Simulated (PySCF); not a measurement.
**C4H12FPSi2 (SMILES C[SiH2]/C=C(/CF)[SiH2]P): density, localisation and related maps**

```xyz
20

C    -3.2383    0.7234   -0.7144
Si   -1.6263    0.7857    0.2819
C    -0.6101   -0.7310   -0.1729
C     0.6683   -0.9572    0.1252
C     1.3740   -2.2035   -0.3245
F     0.5872   -3.0270   -1.0915
Si    1.8010    0.2167    1.0783
P     2.8506    1.4746   -0.4521
H    -3.8197   -0.1610   -0.4696
H    -3.0467    0.7046   -1.7837
H    -3.8592    1.5896   -0.5080
H    -0.8911    2.0198   -0.0440
H    -1.9240    0.7762    1.7219
H    -1.1273   -1.4936   -0.7486
H     1.6980   -2.7958    0.5398
H     2.2509   -1.9497   -0.9335
H     2.8470   -0.5652    1.7541
H     1.0346    0.9583    2.0825
H     3.2914    2.4274    0.4498
H     1.7346    2.2185   -0.7934
```

Geometry: GFN2-xTB.

These are results of PBE0/pcSseg-1, SCF density, gas phase, non-relativistic (PySCF 2.14.0), not measurements.

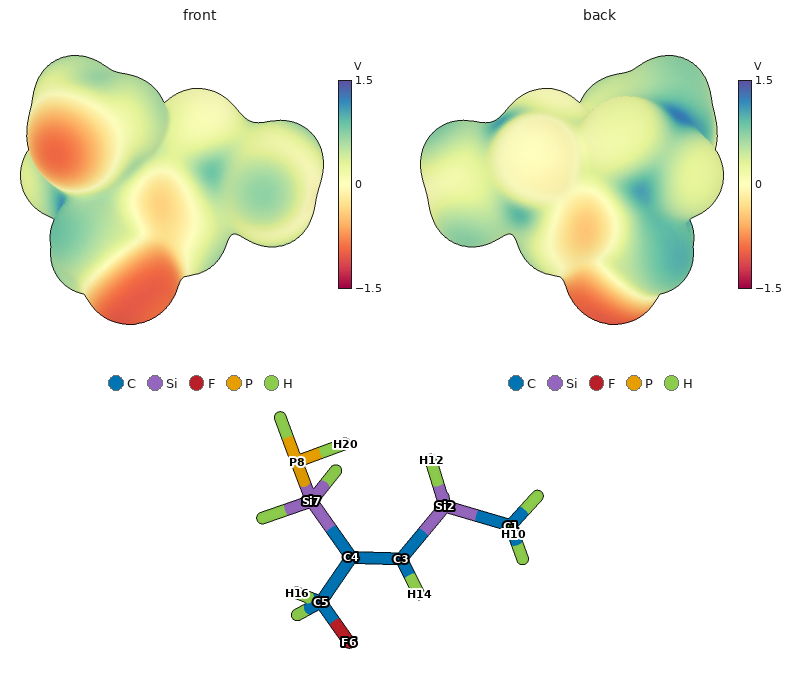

Figure 1. The electrostatic potential painted on the density surface at 0.002 e/bohr³, seen from the front and from behind; red is negative and blue positive. The bare structure is drawn below in the same view.

Q: Which sites attract a positive test charge, and which a negative one?

A: A positive charge is drawn to the negative regions and a negative charge to the positive ones. The most negative region (about −1.0 V, or −23 kcal/mol for a unit charge) lies over F6, the most positive (about +1.2 V, or +28 kcal/mol for a unit charge) over Si7.

Q: How polar is the molecule by this calculation?

A: Its dipole moment is 1.44 D.

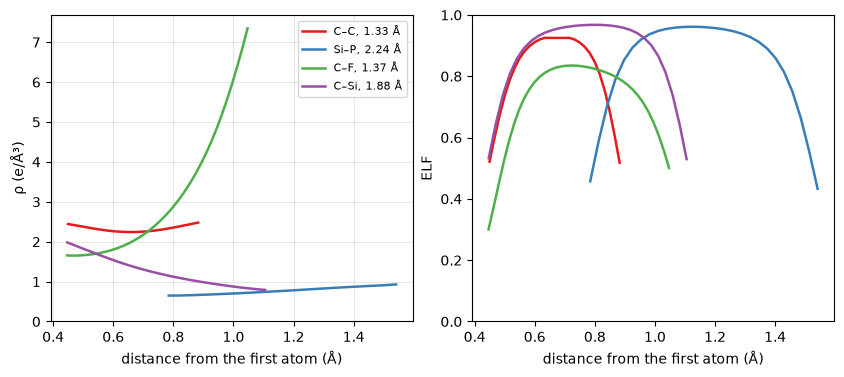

Figure 2. Electron density and ELF along straight lines between neighbouring atoms. The curves leave out the atomic cores.

Q: What kind of bonding do the profiles show?

A: C–C (1.33 Å): ρ at the midpoint is about 2.2 e/Å³; the ELF peaks at about 0.95 between the atoms; a short, multiple covalent bond.
Si–P (2.24 Å): ρ is about 0.75 e/Å³ halfway; the ELF peaks at about 0.95 between the atoms, as expected for localised, covalent bonding.
C–F (1.37 Å): the density is about 2.1 e/Å³ at the midpoint, with its minimum of 1.7 e/Å³ about 0.5 Å from C; the ELF peaks at about 0.85 between the atoms (a shared but strongly polarised pair).
C–Si (1.88 Å): ρ is about 0.94 e/Å³ halfway; the ELF peaks at about 0.95 between the atoms; a covalent bond.
